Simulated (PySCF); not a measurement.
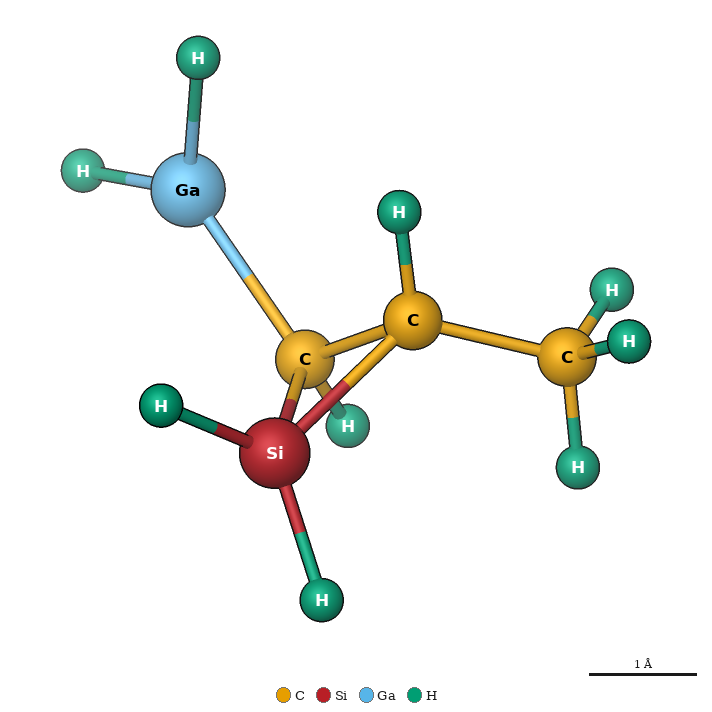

Atoms fade into the background with distance from the viewer. The computed structure is the end point of a GFN2-xTB optimisation. No frequency run is at hand to confirm it as a minimum. Masses are those of the most abundant isotopes; constants are for the rigid equilibrium geometry.

### Classify the rotor and give the rotational constants (cm⁻¹).

An asymmetric top (C1): A = 0.140, B = 0.0451, C = 0.0368 cm⁻¹. Ray's parameter κ is −0.84, nearer the prolate limit.
